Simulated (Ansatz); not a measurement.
**Molecular dynamics, with input and output: C2H8BFSi**

- system: C2H8BFSi
- method: UKS PBE/STO-3G (Ansatz 0.2.0)

One setting was made poor on purpose. It belongs to a series of runs on one base structure; here: an input spoilt on purpose.

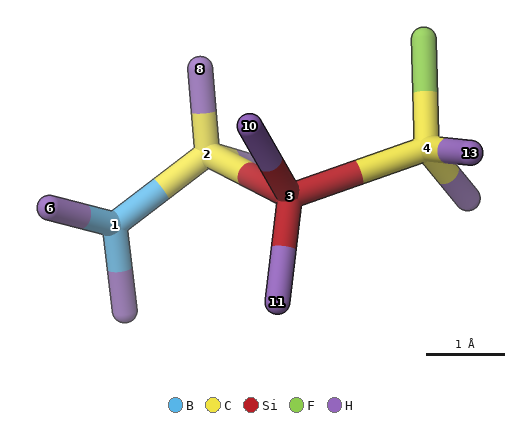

The starting structure (stick view, seen at a tilt; atoms are numbered from 1 in the order of the input). Bond lengths as drawn: B–C 1.52 Å, B–H 1.16 to 1.19 Å, C–F 1.44 Å, C–H 1.08 to 1.14 Å, C–Si 1.91 to 1.95 Å and H–Si 1.41 to 1.50 Å.

Input:
```yaml
crystal:
  periodic: [false, false, false]
  atoms:
    - { symbol: B, position_ang: [-0.498717, 1.372318, 1.363771] }
    - { symbol: C, position_ang: [-0.431785, 1.062194, -0.120153] }
    - { symbol: Si, position_ang: [0.454205, -0.669163, -0.039866] }
    - { symbol: C, position_ang: [0.11088, -1.462143, -1.742492] }
    - { symbol: F, position_ang: [0.492661, -0.551, -2.792223] }
    - { symbol: H, position_ang: [0.41532, 1.764298, 1.964715] }
    - { symbol: H, position_ang: [-1.401667, 0.870355, 1.949652] }
    - { symbol: H, position_ang: [0.264475, 1.623856, -0.780974] }
    - { symbol: H, position_ang: [-1.424582, 1.001932, -0.607217] }
    - { symbol: H, position_ang: [1.897437, -0.272816, -0.058902] }
    - { symbol: H, position_ang: [0.125566, -1.412281, 1.11183] }
    - { symbol: H, position_ang: [-0.954998, -1.854187, -1.838067] }
    - { symbol: H, position_ang: [0.780901, -2.299866, -1.836888] }
magnetization:
  spin_polarized: true
basis:
  gaussian: { orbitals: STO-3G }
hamiltonian:
  xc: pbe
md:
  timestep: 1.0
  n_steps: 25
  ensemble: nvt
  temperature: 2000.0
  initial_velocities: maxwell_boltzmann
  seed: 967419
```

Machine: 1 thread of Arm Neoverse V2, 24 GiB of memory available, shared host.

Run as:
```bash
ansatz run input.yaml --threads 1 --pin off --max-ram 2048MiB --backend cpu --events-out ev --progress --plain --runs-dir out
```

Output:
```
Error: YAML parse error: error: line 26 column 13: unknown variant `nvt`, expected one of nve, nve_milne, nvt_langevin, nvt_nose_hoover, npt_langevin
  --> <input>:26:13
   |
24 |   timestep: 1.0
25 |   n_steps: 25
26 |   ensemble: nvt
   |             ^ unknown variant `nvt`, expected one of nve, nve_milne, nvt_langevin, nvt_nose_hoover, npt_langevin
27 |   temperature: 2000.0
28 |   initial_velocities: maxwell_boltzmann
   |
```

Outcome:

```tsv
quantity	value
outcome	refused by the program
```

What went wrong:

The program refused the input: “YAML parse error: error: line 26 column 13: unknown variant `nvt`, expected one of nve, nve_milne, nvt_langevin, nvt_nose_hoover, npt_langevin --> <input>:26:13 | 24 | timestep: 1.0 25 | n_steps: 25 26 | ensemble: nvt | ^ unknown variant `nvt`, expected one of nve, nve_milne, nvt_langevin, nvt_nose_hoover, …” A deliberately poor setting: bad input.
